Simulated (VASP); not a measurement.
```
In2Se3
1.0
    3.94942    -0.00180     0.00276
    1.97155     3.42441     0.00277
    0.02180     0.03073     9.42759
In Se
2 3
Direct
  0.33289   0.33279   0.80437
  0.66711   0.66721   0.19563
  0.00000   0.00000   0.00000
  0.33337   0.33191   0.33782
  0.66663   0.66809   0.66218
```

Calculation: PBEsol GGA, VASP's PBE PAW potentials (set 64) (plane waves; VASP). Run with 400 eV cut-off, 10×10×4 Γ-centred mesh, tetrahedra with Blöchl corrections, potentials In_d Se.

Without a dispersion term in the relaxation, distances and binding between the weakly bound layers, chains or molecules are unreliable, and so is what depends on them.  Unless said otherwise, spin-orbit coupling is left out, though it shifts the bands of the heavy elements here.

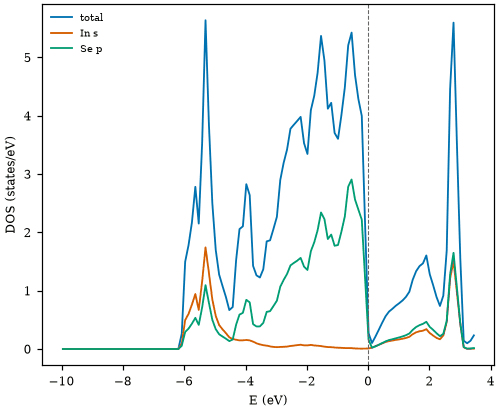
Figure: Total and projected density of states, zero at the Fermi level

Within 2 eV below the Fermi level the largest weight inside VASP's projection spheres is Se p.

It has no gap at this level: it comes out as a metal or semimetal.

The structure comes from a computed database's In2Se3 entry; how it stands against other phases isn't given here. It was relaxed first, which changed the volume by -6 %.
